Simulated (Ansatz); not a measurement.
# SnHClOF2 (SMILES [OH][Sn]([F])([F])[Cl]): B2PLYP/def2-SVP (core potential)

What is the energy change on altering one bond length of SnHClOF2 at B2PLYP/def2-SVP (core potential)? 

Program for the calculation: Ansatz 0.2.0.

119 further runs of the same task are left out: 1 that didn't finish, 118 set aside as unsound or not needed. Runs told in other sessions of the task aren't counted.

### 1 The molecule

SnHClOF2 has 6 atoms, charge 0, and is taken as a singlet. As SMILES, `[OH][Sn]([F])([F])[Cl]`. The coordinates come from a PBE0-D4/def2-TZVP relaxation. This is one conformer, not always the lowest.

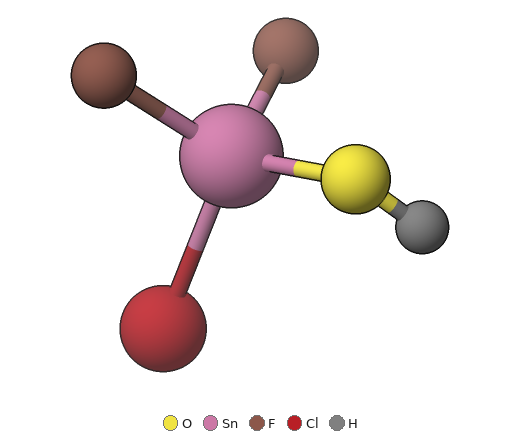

Viewed from a chosen angle; oxygen yellow, tin pink, fluorine brown, chlorine red, hydrogen grey.

### 2 The energy at B2PLYP/def2-SVP (core potential)

in.yaml reads:

```yaml
basis:
  gaussian:
    orbitals: def2-SVP
crystal:
  periodic: [false, false, false]
  atoms:
    - {symbol: O, position_ang: [-0.464000, 0.283900, 1.476300]}
    - {symbol: Sn, position_ang: [0.252400, -0.175700, -0.247500]}
    - {symbol: F, position_ang: [1.982500, -0.856500, 0.056700]}
    - {symbol: F, position_ang: [-0.743300, -1.587100, -1.019700]}
    - {symbol: Cl, position_ang: [0.329400, 1.540600, -1.744400]}
    - {symbol: H, position_ang: [-1.315000, 0.730600, 1.432500]}
hamiltonian:
  xc: {name: B2PLYP}
correlation:
  frozen_orbitals: {Cl: 5, F: 1, H: 0, O: 1, Sn: 4}
accuracy: high
output: {orbitals: {seedname: orbitals}}
```

Launch:

```console
$ ansatz run in.yaml --threads 1 --pin off --max-ram 3480MiB --events-out events.jsonl --progress --plain --runs-dir runs
```

Output:

```text
Warning: RAYON_NUM_THREADS=1 ignored (pool sized by the plan → 1); use --threads N
Functional definition: B2PLYP
  name "B2PLYP"
  parameter a = 0.53
  parameter c = 0.27
  exchange = (1 - a)*b88_x + a*exact_x
  correlation = (1 - c)*lyp_c + c*(mp2_os + mp2_ss)
1947 factors; integrals over basis functions are off by at most 3.3e-9 eV
mean field evaluation 1: about -25813.0825 eV, gradient 6.0e1 eV
mean field evaluation 2: about -25813.2607 eV, gradient 6.0e1 eV
mean field evaluation 4: about -25819.5346 eV, gradient 3.5e0 eV
mean field evaluation 8: about -25819.5879 eV, gradient 5.1e-1 eV
mean field evaluation 16: about -25819.5885 eV, gradient 1.6e-4 eV
mean field -25819.58850476 eV, -948.8523764043 hartree, gradient 4.4e-8 eV, S^2 0.000000; 0 other end points of the search recorded, 0 dependent functions left out
12 core orbitals not correlated: weight in the atoms' cores, before any rotation towards them, 1.000 or more for the frozen orbitals, at most 0.000 for the correlated occupied ones
reference -25819.58852966 eV, -948.8523773191 hartree; 21, 21 occupied and 58, 58 virtual orbitals, 1947 factors
second order -26.65866194 eV of doubles, -0.00000000 eV of singles
Total energy: -25826.78636838 eV, -949.1168930134 hartree
```

It took 15 s on 1 thread of Arm Neoverse V2, shared host; peak memory 0.34 GiB.

### 3 The distorted shape at the same level

job.yaml reads:

```yaml
crystal:
  periodic: [false, false, false]
  atoms:
    - {symbol: O, position_ang: [0.216798, -0.073459, 1.511340]}
    - {symbol: Sn, position_ang: [0.933198, -0.533059, -0.212460]}
    - {symbol: F, position_ang: [2.663298, -1.213859, 0.091740]}
    - {symbol: F, position_ang: [-0.062502, -1.944459, -0.984660]}
    - {symbol: Cl, position_ang: [1.010198, 1.183241, -1.709360]}
    - {symbol: H, position_ang: [-1.315000, 0.730600, 1.432500]}
basis:
  gaussian: {orbitals: def2-SVP}
magnetization: {spin_polarized: false, initial_magnetization: 0}
hamiltonian: {xc: {name: B2PLYP}}
correlation: {frozen_orbitals: {Cl: 5, F: 1, H: 0, O: 1, Sn: 4}}
accuracy: high
output: {orbitals: {seedname: orbitals}}
```

Launch:

```console
$ ansatz run job.yaml --threads 1 --pin off --max-ram 3480MiB --events-out events.jsonl --progress --plain --runs-dir runs
```

Output:

```text
Warning: RAYON_NUM_THREADS=1 ignored (pool sized by the plan → 1); use --threads N
Functional definition: B2PLYP
  name "B2PLYP"
  parameter a = 0.53
  parameter c = 0.27
  exchange = (1 - a)*b88_x + a*exact_x
  correlation = (1 - c)*lyp_c + c*(mp2_os + mp2_ss)
1949 factors; integrals over basis functions are off by at most 3.1e-9 eV
mean field evaluation 1: about -25806.7522 eV, gradient 6.4e1 eV
mean field evaluation 2: about -25806.8249 eV, gradient 6.4e1 eV
mean field evaluation 4: about -25814.4796 eV, gradient 2.0e1 eV
mean field evaluation 8: about -25815.2931 eV, gradient 5.8e-1 eV
mean field evaluation 16: about -25815.3052 eV, gradient 3.4e-4 eV
mean field -25815.30522708 eV, -948.6949688528 hartree, gradient 7.3e-8 eV, S^2 0.000000; 0 other end points of the search recorded, 0 dependent functions left out; unrestricted orbitals would lower it
12 core orbitals not correlated: weight in the atoms' cores, before any rotation towards them, 1.000 or more for the frozen orbitals, at most 0.000 for the correlated occupied ones
reference -25815.30525354 eV, -948.6949698252 hartree; 21, 21 occupied and 58, 58 virtual orbitals, 1949 factors
second order -28.31037073 eV of doubles, -0.00000000 eV of singles
Total energy: -25822.94905364 eV, -948.9758742976 hartree
```

Run time: 14 s. Hardware: 1 thread of Arm Neoverse V2, shared host; peak memory 0.34 GiB.

### 4 What came out

Level: B2PLYP/def2-SVP (core potential), 12 core orbitals frozen.

```
                                                         quantity          value
                                        first shape: total energy  -949.11689 Eh
                   first shape: HOMO energy (SCF part's orbitals)      -11.30 eV
                   first shape: LUMO energy (SCF part's orbitals)       -1.33 eV
                 first shape: HOMO–LUMO gap (SCF part's orbitals)        9.97 eV
                                    distorted shape: total energy  -948.97587 Eh
               distorted shape: HOMO energy (SCF part's orbitals)      -11.08 eV
               distorted shape: LUMO energy (SCF part's orbitals)       -3.33 eV
             distorted shape: HOMO–LUMO gap (SCF part's orbitals)        7.75 eV
energy change with the O1–H6 bond stretched from 0.962 to 1.732 Å       3.837 eV
```

**Reading.** With the O1–H6 bond stretched from 0.962 to 1.732 Å the energy rises by 3.84 eV (370 kJ/mol). The first shape isn't relaxed at this level, so the change isn't measured from a minimum. A restricted reference can't describe the breaking bond well at this length. The restricted solution (distorted shape) is unstable to spin breaking: an unrestricted one lies lower.
